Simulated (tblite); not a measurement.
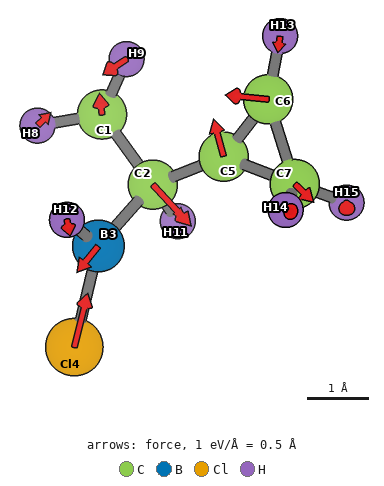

Starting geometry of C₅H₈BCl with the computed forces as red arrows. A ball-and-stick model, seen at a tilt.

These are results of tblite, GFN2-xTB geometry optimisation, gas phase, not measurements. 

> Is this structure relaxed? If not, where do the atoms go?

It isn't relaxed: the largest force vector, on the Cl atom, is 2.02 eV/Å. The final displacements have little in common with the starting forces (cosine between the two patterns 0.25). Over 124 geometry steps the energy falls by 13.2 kcal/mol. The largest move after the best rigid fit is that of the Cl atom, 1.35 Å. By element the largest moves are Cl 1.35 Å, H 0.96 Å, C 0.30 Å, B 0.26 Å. Some distances before and after: B–Cl 1.827 → 1.690 Å, C–H 1.119 → 1.086 Å, C–C 1.505 → 1.478 Å, C–C 1.329 → 1.302 Å. Bond angles that change, for instance: B–C–C 109.7° → 100.6°, H–C–H 120.9° → 113.2°, B–C–H 105.3° → 112.5°. Groups turn about C–C by about 55°, B–C by about 35°, C–C by about 20°.
